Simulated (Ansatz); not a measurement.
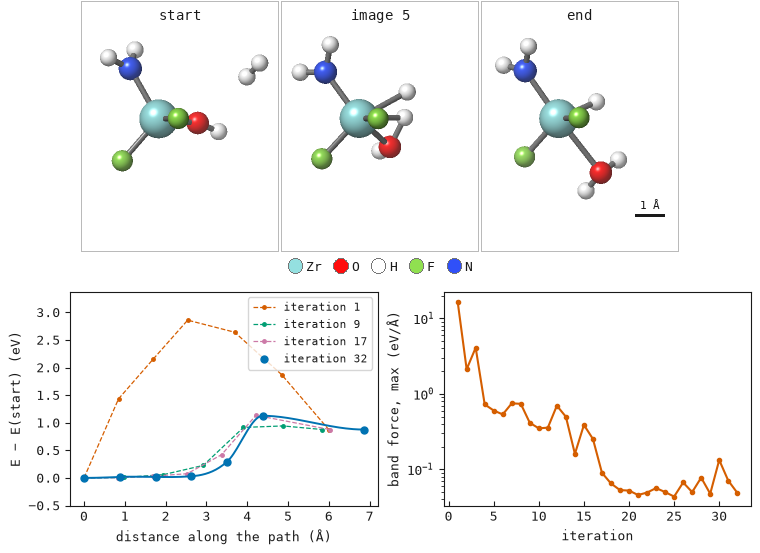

NEB run on ZrNH5OF2, made up at the start of ZrNH3OF2 and H2. Images are numbered from 0 (start) to 6 (end). The plot follows the band through its iterations. A ball-and-stick model, seen face on.

Computed with RKS PBE-D4/def2-SVP in Ansatz 0.2.0. Set-up: 5 movable images; climbing image; force threshold 0.05 eV/Å; iteration limit 60; starting path through a guess of the saddle point.

Question: Did the band converge, and can the barrier be trusted?

Answer: The result is final at these settings. The band converged in 32 iterations. The largest component of the band force went from 17 to 0.049 eV/Å. The climbing image converged on the top of the path. Its vibrational analysis gives one imaginary mode (640i cm⁻¹), as a transition state must have. The first iteration put the highest image at 2.86 eV. Forward barrier 1.13 eV, backward barrier 0.25 eV, with image 5 at the top; the reaction energy is +0.88 eV.

Limits of the set-up: the start holds two separate molecules, 2.5 Å apart at their closest, whose relative position is a soft coordinate.

The run took 6.4 min on 2 threads of Arm Neoverse V1, with other jobs on the host, peak memory 0.12 GiB.
